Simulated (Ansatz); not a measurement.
## What a tighter setting buys: basis.ecutwfc, Mo3S4 (R-3, 14 atoms in the cell)

Cell: a = 6.4316 Å, b = 6.4316 Å, c = 6.4316 Å, α = 91.32°, β = 91.32°, γ = 91.32°.

Computed with PBEsol, default PAW files made with PBE (plane waves; Ansatz, a quantum-chemistry and plane-wave program).

Base settings: basis.ecutwfc = 420 eV; kpoints.mp_grid.grid = 3 3 3; hamiltonian.xc = pbesol; hamiltonian.pseudopotentials = {kind: paw} (the program's default PAW files); scf.occupations.method = cold; scf.occupations.width = 0.1 eV.

Misses are taken against the tightest run, 840 eV, which need not be fully converged itself. The energy is the free energy per atom.

The count of work is k-points × plane waves × bands × iterations; it is no time, and leaves out set-up, grids and terms that scale otherwise. 

Ansatz's pressure holds its estimate of the finite-basis (Pulay) stress, which hides part of the cutoff error; the uncorrected pressure shows it.

The starting cell comes from a database of published, mostly measured structures (it also holds non-ambient and calculated ones), without a prior relaxation at this level. Spin polarisation is off. In the base run, with a pressure of about -3 GPa the cell is away from its equilibrium volume at this level. Ansatz's pressure includes its estimate of the finite-basis (Pulay) stress.

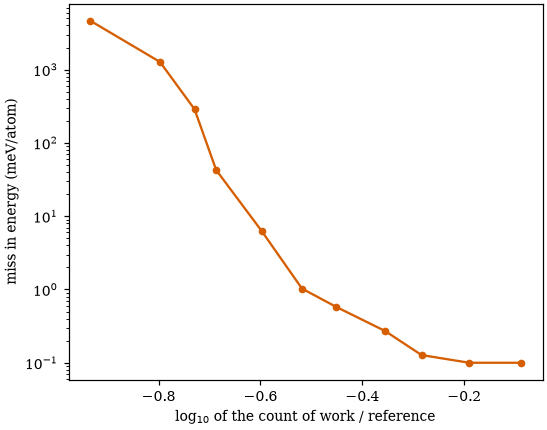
Miss against the count of work; the reference run is not drawn, and misses under 0.1 meV/atom are drawn there.

```
basis.ecutwfc  energy less reference (meV/atom)  pressure less reference (GPa)  largest difference in the force on any atom (eV/Å)  uncorrected pressure less reference (GPa)  count of work / reference
-------------  --------------------------------  -----------------------------  --------------------------------------------------  -----------------------------------------  -------------------------
170 eV                                  4650.15                          -9.48                                               2.735                                    -143.78                       0.12
210 eV                                  1273.20                           1.17                                               0.783                                     -51.43                       0.16
250 eV                                   287.94                           0.88                                               0.134                                     -15.25                       0.19
295 eV                                    42.55                           0.08                                               0.041                                      -3.12                       0.21
335 eV                                     6.29                           0.01                                               0.005                                      -0.56                       0.25
380 eV                                     1.03                           0.01                                               0.001                                      -0.04                       0.30
420 eV                                     0.58                           0.01                                               0.001                                      -0.01                       0.35
485 eV                                     0.27                           0.00                                               0.000                                      -0.01                       0.44
545 eV                                     0.13                           0.00                                               0.000                                       0.00                       0.52
630 eV                                     0.05                           0.00                                               0.000                                       0.00                       0.65
735 eV                                     0.02                           0.00                                               0.000                                       0.00                       0.82
840 eV                                     0.00                           0.00                                               0.000                                       0.00                        1.0
```

Coarsest setting among those run that, with all tighter ones, holds the energy within 10 meV/atom of the reference: 335 eV, off by 6.3 meV/atom; it needs 0.25 of the reference's count of work.

Coarsest setting among those run that, with all tighter ones, holds the energy within 2 meV/atom of the reference: 380 eV, off by 1.0 meV/atom; it needs 0.30 of the reference's count of work.

The step from 250 eV to 735 eV: it takes the miss in the energy from 290 to 0.02 meV/atom, for 4.4 times the count of work.

Keys are those of Ansatz 0.2.
